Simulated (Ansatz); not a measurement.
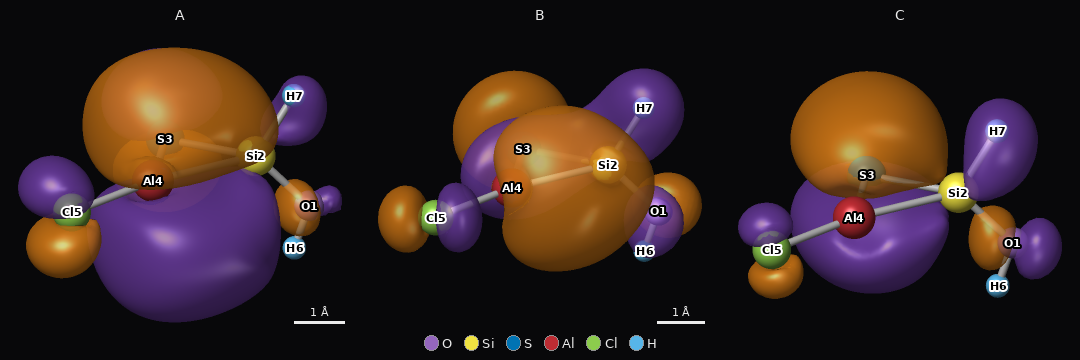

Figure 1: AlClH$_{2}$OSSi. Three frontier orbitals at ±0.06 Å⁻³ᐟ² (orange and purple are the two phases), in no order.

Geometry: PBE0-D4/def2-TZVP.

All numbers below come from RKS PBE0-D4/def2-TZVPP in Ansatz 0.2.0.

Input

```
crystal:
  periodic: [false, false, false]
  atoms:
    - {symbol: O, position_ang: [-0.152710, -0.236496, 2.012870]}
    - {symbol: Si, position_ang: [0.595311, -0.196165, 0.552874]}
    - {symbol: S, position_ang: [-0.261651, -1.478325, -1.004083]}
    - {symbol: Al, position_ang: [-0.189128, 0.650259, -1.452239]}
    - {symbol: Cl, position_ang: [-0.832876, 1.801519, -3.060685]}
    - {symbol: H, position_ang: [-1.100704, -0.092124, 2.029848]}
    - {symbol: H, position_ang: [2.003058, -0.516868, 0.875814]}
basis:
  gaussian: {orbitals: def2-TZVPP}
hamiltonian: {xc: pbe0, dispersion: d4}
output: {orbitals: {seedname: orbitals}}
```

Run with:

```sh
ansatz run in.yaml --threads 2 --pin off --events-out ev --progress --plain --max-ram 4352MiB
```

Q: Which picture is the HOMO−1, the HOMO and the LUMO?

A: C is the HOMO−1 (−8.02 eV). Its weight (Hirshfeld) is mainly on S3 (about 70 %); largely a lone pair of S3. B is the HOMO (−6.70 eV). By Hirshfeld shares it lies mainly on S3 (about 30 %), Si2 (about 30 %) and Al4 (about 25 %). A is the LUMO (−1.79 eV). By Hirshfeld shares it lies mainly on Al4 (about 50 %), Si2 (about 20 %), S3 (about 15 %) and Cl5 (about 5 %).

Q: What is the HOMO–LUMO gap?

A: 4.91 eV between the orbital energies.
